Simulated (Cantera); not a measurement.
A closed system holds: 1 mol CH₃Cl, 0.14 mol CH₄, equilibrated at 74000 Pa.

Cantera equilibrium calculation (NASA polynomials, part measured and part estimated; ideal gas, pure solids and liquids). Candidate condensed phases: C, C₆H₆, C₇H₈, C₈H₁₈; 91 gas species. Kinetics and transport are ignored.

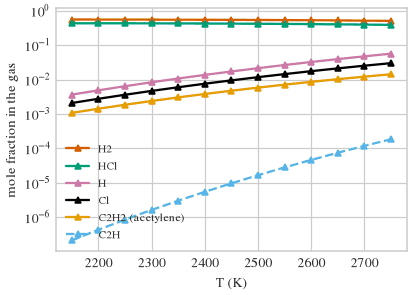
Equilibrium gas composition (values under 1e-9 drawn at 1e-9)

From 2150 K to 2750 K the condensed part is C(graphite). The main C-bearing gas is C₂H₂ (acetylene) throughout. The share of C in condensed phases is highest at 2150 K (99.5 %) and lowest at 2750 K (93.7 %).
